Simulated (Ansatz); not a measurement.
CHOP (SMILES OC#P)

Input file:

```
crystal:
  periodic: [false, false, false]
  atoms:
    - {symbol: C, position_ang: [0.643683, 0.518903, -0.083182]}
    - {symbol: O, position_ang: [0.474432, 1.094957, 1.061352]}
    - {symbol: P, position_ang: [0.902660, -0.128612, -1.472163]}
    - {symbol: H, position_ang: [-0.264558, 0.695624, 1.544210]}
basis:
  gaussian: {orbitals: def2-TZVPD}
hamiltonian: {xc: pbe0}
output: {forces: true, orbitals: {seedname: orbitals}}
```

Launched as:

```sh
ansatz run input.yaml --threads 1 --pin off --max-ram 2610MiB --events-out events.jsonl --progress --plain --runs-dir runs
```

Geometry: PBE0-D3(BJ)/def2-SVP.

Theory: isolated molecule in a Gaussian basis; Kohn-Sham density functional theory, functional PBE0 in Ansatz.

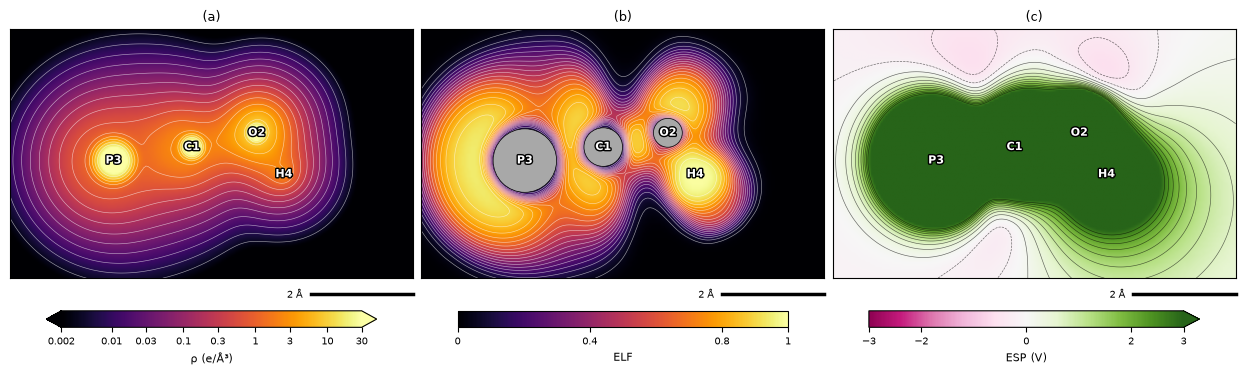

Figure 1. (a) electron density; (b) electron localisation function; (c) electrostatic potential on the molecular plane. Grey discs cover the atomic cores in the ELF map.

**What do the fields say about this system?**

The plane passes through C, O, P and H nuclei.
C–O (1.29 Å): ρ at the midpoint is about 2.7 e/Å³; the ELF peaks at about 0.90 between the atoms: a short, strongly polar bond.
C–P (1.55 Å): ρ at the midpoint is about 1.5 e/Å³; the ELF peaks at about 0.85 between the atoms; a covalent bond.
O–H (0.97 Å): ρ is about 3.8 e/Å³ halfway; the ELF climbs to about 1 towards the hydrogen, as it does in any bond to H (an ordinary covalent bond to hydrogen).
The ELF also peaks beside P3 and O2, away from the bonds: lone-pair regions.
Outside the dense part of the molecule the potential is most negative (−0.6 V) near O2.

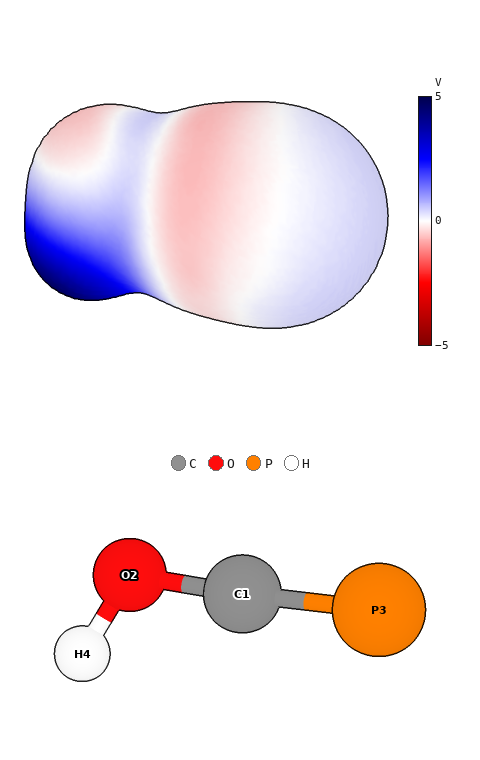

Figure 2. The molecular electrostatic potential painted on the density surface at 0.004 e/bohr³, seen at a tilt; red is negative and blue positive. The bare structure is drawn below in the same view.

**Describe the electrostatic potential map.**

The most negative region (about −0.7 V) lies over C1 and P3, the most positive (about +4.7 V) over H4.

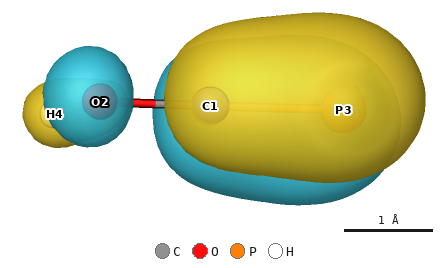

Figure 3. The HOMO−1 at ±0.15 Å⁻³ᐟ² (yellow and cyan are the two phases), seen from one side.

**Describe this orbital and give its energy.**

It lies mainly on P3 (about 50 %), C1 (about 35 %) and O2 (about 10 %); it is symmetric in the molecular plane (an in-plane orbital: σ, lone-pair or in-plane π type). Its energy is −7.55 eV.
